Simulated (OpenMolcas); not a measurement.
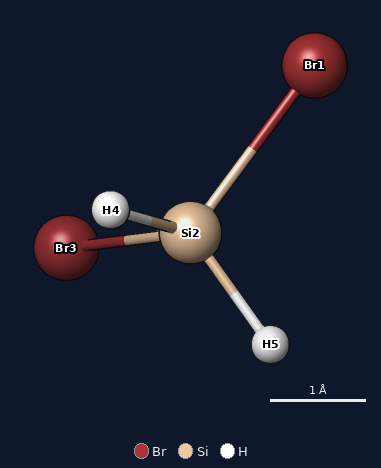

**Figure 1.** The structure as given in the input (ball-and-stick view, seen at an oblique angle; atoms are numbered from 1 in the order of the input).

**SiH₂Br₂: energy and gradient calculation**

System: SiH₂Br₂, SMILES Br[SiH2]Br.
Method: MN15/cc-pVDZ, RKS (OpenMolcas 26.06).

The geometry comes from this level: GFN2-xTB.

## What the program printed
```
--- Start Module: gateway ---

                                              &GATEWAY

                       available to each process: 1.9 GB of memory, 1 thread

 Basis Set     1 Label: BR.CC-PVDZ
 Basis set is read from library:.
 basistype.tbl is not found

 Basis Set     2 Label: SI.CC-PVDZ
 Basis set is read from library:.
 basistype.tbl is not found

 Basis Set     3 Label: BR.CC-PVDZ
 Basis set is read from library:.
 basistype.tbl is not found

 Basis Set     4 Label: H.CC-PVDZ
 Basis set is read from library:.
 basistype.tbl is not found

++    Symmetry information:
      ---------------------

                    Character Table for C1

                             E
                    a        1  x, y, xy, Rz, z, xz, Ry, yz, Rx, I
--

++    Basis set information:
      ----------------------

      Basis set label: BR.CC-PVDZ.........

      Electronic valence basis set:
      ------------------
      Associated Effective Charge  35.000000 au
      Associated Actual Charge     35.000000 au
      Nuclear Model: Point charge

      Shell  nPrim  nBasis  Cartesian Spherical Contaminant
         s      14       5        X
         p      11       4        X
         d       6       2                 X

      Basis set label: SI.CC-PVDZ.........

      Electronic valence basis set:
      ------------------
      Associated Effective Charge  14.000000 au
      Associated Actual Charge     14.000000 au
      Nuclear Model: Point charge

      Shell  nPrim  nBasis  Cartesian Spherical Contaminant
         s      12       4        X
         p       8       3        X
         d       1       1                 X

      Basis set label: BR.CC-PVDZ.........

      Electronic valence basis set:
      ------------------
      Associated Effective Charge  35.000000 au
      Associated Actual Charge     35.000000 au
      Nuclear Model: Point charge

      Shell  nPrim  nBasis  Cartesian Spherical Contaminant
         s      14       5        X
         p      11       4        X
         d       6       2                 X

      Basis set label: H.CC-PVDZ.........

      Electronic valence basis set:
      ------------------
      Associated Effective Charge   1.000000 au
      Associated Actual Charge      1.000000 au
      Nuclear Model: Point charge

      Shell  nPrim  nBasis  Cartesian Spherical Contaminant
         s       4       2        X
         p       1       1        X
--

++    Molecular structure info:
      -------------------------

                    ************************************************
                    **** Cartesian Coordinates / bohr, angstrom ****
                    ************************************************

     Center  Label                x              y              z                     x              y              z
        1      BR1             -3.144070      -2.294997       0.662084             -1.663770      -1.214460       0.350360
        2      SI2              0.372352      -0.111362       0.129900              0.197040      -0.058930       0.068740
        3      BR3             -0.582546       3.384046      -1.949423             -0.308270       1.790760      -1.031590
        4      H4               2.053339      -1.587181      -1.439952              1.086580      -0.839900      -0.761990
        5      H5               1.300925       0.609493       2.597391              0.688420       0.322530       1.374480

                    ***************************************
                    *    InterNuclear Distances / bohr    *
                    ***************************************

               1 BR1           2 SI2           3 BR3           4 H4            5 H5
    1 BR1      0.000000
    2 SI2      4.173332        0.000000
    3 BR3      6.755213        4.177713        0.000000
    4 H4       5.650895        2.732800        5.649827        0.000000
    5 H5       5.651500        2.733202        5.649701        4.657429        0.000000

                    *******************************************
                    *    InterNuclear Distances / angstrom    *
                    *******************************************

               1 BR1           2 SI2           3 BR3           4 H4            5 H5
    1 BR1      0.000000
    2 SI2      2.208432        0.000000
    3 BR3      3.574705        2.210750        0.000000
    4 H4       2.990325        1.446135        2.989760        0.000000
    5 H5       2.990645        1.446348        2.989693        2.464605        0.000000

                    **************************************
                    *    Valence Bond Angles / degree    *
                    **************************************
                          Atom centers                 Phi
                      4 H4       2 SI2      5 H5       116.88
--

            Nuclear Potential Energy            451.27918122 au

--- Stop Module: gateway /rc=_RC_ALL_IS_WELL_ ---

--- Start Module: seward ---

                                              &SEWARD

                       available to each process: 1.9 GB of memory, 1 thread

               SEWARD will generate:
                  Multipole Moment integrals up to order  2
                  Kinetic Energy integrals
                  Nuclear Attraction integrals (point charge)
                  One-Electron Hamiltonian integrals
                  Velocity integrals
                  Orbital angular momentum around ( -1.4923   0.4357  -0.5153 )
                  Velocity quadrupole around ( -1.4923   0.4357  -0.5153 )
                  Two-Electron Repulsion integrals

                   Integrals are discarded if absolute value <: 1.00E-14
                   Integral cutoff threshold is set to       <: 1.00E-16

            Nuclear Potential Energy            451.27918122 au

      Basis set specifications :
      Symmetry species         a
      Basis functions           82

--- Stop Module: seward /rc=_RC_ALL_IS_WELL_ ---
--- Module seward spent 2 seconds ---

--- Start Module: scf ---

                                                &SCF

                       available to each process: 1.9 GB of memory, 1 thread

 ###############################################################################
 ###     Minimized-density-differences option turned off!                    ###
 ###############################################################################
++    Input section:
      --------------

      Header of the integral files:

      Cartesian coordinates in angstrom:
      -----------------------------------------------------
      No.  Label        X            Y            Z
      -----------------------------------------------------
       1   BR1       -1.66377000  -1.21446000   0.35036000
       2   SI2        0.19704000  -0.05893000   0.06874000
       3   BR3       -0.30827000   1.79076000  -1.03159000
       4   H4         1.08658000  -0.83990000  -0.76199000
       5   H5         0.68842000   0.32253000   1.37448000
      -----------------------------------------------------
      Nuclear repulsion energy =  451.27918122
--

++    Orbital specifications:
      -----------------------

      Symmetry species               1
                                     a
      Frozen orbitals                0
      Occupied orbitals             43
      Secondary orbitals            39
      Deleted orbitals               0
      Total number of orbitals      82
      Number of basis functions     82
--

      Molecular charge                           0.000

      Numerical integration parameters
      --------------------------------
      Radial quadrature type:                         MHL
      Size of radial grid:                            75
      Lebedev angular grid:                           29
      Angular grid pruned with the crowding factor:  3.00E+00
                                 and fading factor:  6.00E+00
      Screening threshold for integral computation:   1.00E-11
      Radial quadrature accuracy:                     1.00E-25
      Maximum batch size:                             128
      AO values are stored on disk
      The same grid will be used for all iterations.

      DFT functional specifications
      -----------------------------
      Using Libxc version: 6.2.2
      Please cite the following reference:
      S. Lehtola, C. Steigemann, M. J.T. Oliveira, and M. A.L. Marques.,  SoftwareX 7, 1–5 (2018) doi:10.1016/j.softx.2017.11.002

      * Minnesota MN15 hybrid exchange functional
        - H. S. Yu, X. He, S. L. Li, and D. G. Truhlar.,  Chem. Sci. 7, 5032-5051 (2016) doi:10.1039/C6SC00705H
      * Minnesota MN15 correlation functional
        - H. S. Yu, X. He, S. L. Li, and D. G. Truhlar.,  Chem. Sci. 7, 5032-5051 (2016) doi:10.1039/C6SC00705H

++    Optimization specifications:
      ----------------------------

      SCF Algorithm: Conventional
      D(i)-D(i-1) density differences are used
      Number of density matrices in core                 5
      Maximum number of NDDO SCF iterations            400
      Maximum number of HF SCF iterations              400
      Threshold for SCF energy change             1.00E-09
      Threshold for density matrix                1.00E-04
      Threshold for Fock matrix                   1.50E-04
      Threshold for linear dependence             1.00E-09
      Threshold at which DIIS is turned on        1.50E-01
      Maximum depth in the DIIS procedure                5
      Maximum depth in the BFGS Hessian update          30
      Threshold at which QNR/C2DIIS is turned on  7.50E-02
      Threshold for Norm(delta) (QNR/C2DIIS)      1.00E-03
      All orbitals punched on: SCFORB
--

      Input vectors read from INPORB
      Orbital file label: *Guess orbitals

++ Convergence information
                                   [...]      iterations: Energy and convergence statistics

Iter     Tot. [...]      One-elec.       Two-elec.     Energy      Max Dij or  Max Fij      DNorm      TNorm      AccCon     Time
         Energy          Energy          Energy        Change      Delta Norm                                                in Sec.

 The total and one-electron energies are shifted by a value of      5000. a.u.

   1  -439.239015527 -3578.841668758  2688.323472010   0.00E+00    3.45E-01*   4.37E-01*    1.33E+01   5.00E+02   None         1.
   2  -439.354166809 -3582.400835716  2691.767487687  -1.15E-01*   2.22E-01*   8.48E-02*    5.73E+00   5.00E+02   EDIIS        0.
   3  -439.508685449 -3582.576390243  2691.788523574  -1.55E-01*   1.17E-01*   3.95E-02*    1.91E+00   5.00E+02   EDIIS        0.
   4  -439.525802626 -3580.365795392  2689.560811545  -1.71E-02*   7.38E-03*   1.53E-02*    1.25E+00   5.00E+02   c2DIIS       0.
   5  -439.542127758 -3581.696126293  2690.874817315  -1.63E-02*   3.57E-03*   1.01E-03*    9.05E-02   5.00E+02   QNRc2DIIS    0.
   6  -439.542136347 -3581.419869200  2690.598551633  -8.59E-06*   1.45E-03*   6.76E-04*    3.92E-02   5.00E+02   QNRc2DIIS    0.
   7  -439.542142350 -3581.533715110  2690.712391540  -6.00E-06*   2.07E-04    4.19E-05     1.55E-02   5.00E+02   QNRc2DIIS    0.
   8  -439.542142360 -3581.535856197  2690.714532617  -9.72E-09*   1.03E-04    4.23E-05     1.61E-03   5.00E+02   QNRc2DIIS    0.
   9  -439.542142386 -3581.534688664  2690.713365058  -2.56E-08*   1.08E-05    3.57E-06     8.05E-04   5.00E+02   QNRc2DIIS    0.
  10  -439.542142386 -3581.534598930  2690.713275324  -1.78E-10    3.22E-06    1.27E-06     8.01E-05   5.00E+02   QNRc2DIIS    0.

       Convergence after  10 Iterations
--

 *****************************************************************************************************************************
 *                                             SCF/KS-DFT Program, Final results                                             *
 *                                                       Final Results                                                       *
 *****************************************************************************************************************************

::    Total KS-DFT energy                           -5439.5421423859
      One-electron energy                           -8581.5345989303
      Two-electron energy                            2690.7132753242
      Nuclear repulsion energy                        451.2791812201
      Kinetic energy (interpolated)                  5428.4449558765
      Virial theorem                                    1.0020442662
      Total spin, S(S+1)                                0.0000000000
      Total spin, S                                     0.0000000000
      Max non-diagonal density matrix element           0.0000024062
      Max non-diagonal Fock matrix element              0.0000004275

      No orbitals printed

++    Molecular charges:
      ------------------

      Mulliken charges per centre
      ---------------------------

                BR1     SI2     BR3     H4      H5
      Total   35.1601 13.5948 35.1619  1.0416  1.0416

      N-E     -0.1601  0.4052 -0.1619 -0.0416 -0.0416

      Total electronic charge=   86.000000

      Total            charge=   -0.000000
--

++    Molecular properties:
      ---------------------

      Charge (e):
                      =   -0.0000
      Dipole Moment (debye):
      Origin of the operator (angstrom)=   -0.7897    0.2306   -0.2727
                   X=  1.2684E+00               Y= -3.8731E-01               Z=  4.4691E-01           Total=  1.3995E+00
      Quadrupole Moment (debye*angstrom):
      Origin of the operator (angstrom)=   -0.7897    0.2306   -0.2727
                  XX= -4.8551E+01              XY= -1.1361E+00              XZ=  9.9947E-01              YY= -5.1458E+01
                  YZ=  2.5579E-01              ZZ= -5.0552E+01
      In traceless form (debye*angstrom)
                  XX=  2.4546E+00              XY= -1.7042E+00              XZ=  1.4992E+00              YY= -1.9071E+00
                  YZ=  3.8368E-01              ZZ= -5.4751E-01
--

--- Stop Module: scf /rc=_RC_ALL_IS_WELL_ ---
--- Module scf spent 5 seconds ---

--- Start Module: alaska ---

                                              &ALASKA

                       available to each process: 1.9 GB of memory, 1 thread

                     Threshold for contributions to the gradient: 1.000E-07

                    ********************************************
                    * Symmetry Adapted Cartesian Displacements *
                    ********************************************

           Irreducible representation : a
           Basis function(s) of irrep: x, y, xy, Rz, z, xz, Ry, yz, Rx, I

 Basis Label        Type   Center Phase
   1   BR1          x         1     1
   2   BR1          y         1     1
   3   BR1          z         1     1
   4   SI2          x         2     1
   5   SI2          y         2     1
   6   SI2          z         2     1
   7   BR3          x         3     1
   8   BR3          y         3     1
   9   BR3          z         3     1
  10   H4           x         4     1
  11   H4           y         4     1
  12   H4           z         4     1
  13   H5           x         5     1
  14   H5           y         5     1
  15   H5           z         5     1

                     No automatic utilization of translational and rotational invariance of the energy is employed.

 DFT contribution computed for a moving grid.

 Conventional ERI gradients!

 **************************************************
 *              Molecular gradients               *
 **************************************************

  Irreducible representation: a
 ------------------------------------------------------------------------------------------
                              X                       Y                       Z
 ------------------------------------------------------------------------------------------
  BR1               2.60753742860231E-03    3.69883264697535E-03   -1.52926946488918E-03
  SI2               1.24079183142136E-02   -4.24861228607121E-03    4.53755797564348E-03
  BR3              -1.01800201951163E-03   -3.70388147322132E-03    1.82966431109932E-03
  H4               -8.09719864086578E-03    5.26902685030395E-03    3.34792385488170E-03
  H5               -5.90025508245340E-03   -1.01536573795968E-03   -8.18587667680504E-03
 ------------------------------------------------------------------------------------------

--- Stop Module: alaska /rc=_RC_ALL_IS_WELL_ ---
--- Module alaska spent 4 seconds ---

.##################.
.# Happy landing! #.
.##################.

    Timing: Wall=13.46 User=12.20 System=1.25
```

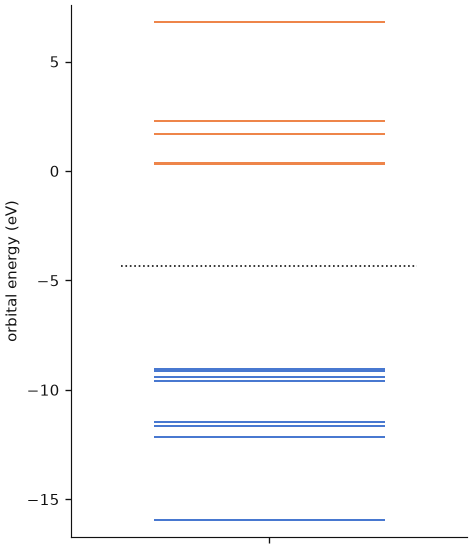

**Figure 2.** Orbital energies near the frontier; the dotted line parts filled from empty levels, and levels within 0.02 eV of each other stand side by side. Highest filled −9.05 eV, lowest empty 0.34 eV, 9.39 eV apart.

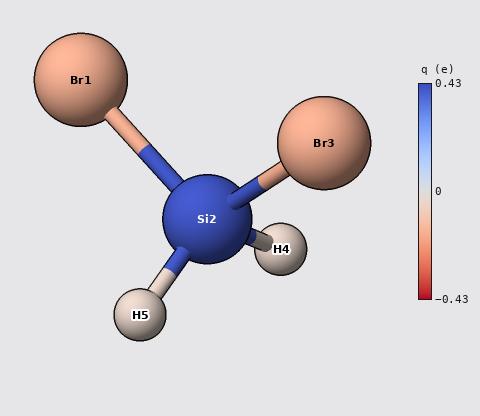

**Figure 3.** Mulliken charges, as the colour of each atom (ball-and-stick view, seen at a tilt; atoms are numbered from 1 in the order of the input). By element: Br −0.16, Si +0.41 and H −0.04 e.

This output came from the following input.

## Input file
```
&gateway
  baslib=$CurrDir
  coord
  5
  bohr
  Br    -3.14406963    -2.29499679     0.66208445
  Si     0.37235164    -0.11136156     0.12989977
  Br    -0.58254587     3.38404595    -1.94942257
  H      2.05333861    -1.58718097    -1.43995241
  H      1.30092526     0.60949337     2.59739076
  basis=cc-pVDZ
  group=NoSym

&seward

&scf
  ksdft=2
  1.0 HYB_MGGA_X_MN15
  1.0 MGGA_C_MN15
  prorbitals=0

&alaska
```

Launch command:
```bash
export MOLCAS_MEM=1860
pymolcas job.inp > job.log
```

## Results in brief

```tsv
quantity	value
outcome	converged
total energy	−5439.542142 hartree
basis functions	82
largest force	0.714 eV/Å
HOMO	−9.05 eV
LUMO	0.34 eV
dipole moment	1.40 debye
hardware	1 thread of Arm Neoverse V1, 24 GiB of memory available, shared host
wall time	14 s
peak memory	0.46 GiB
```
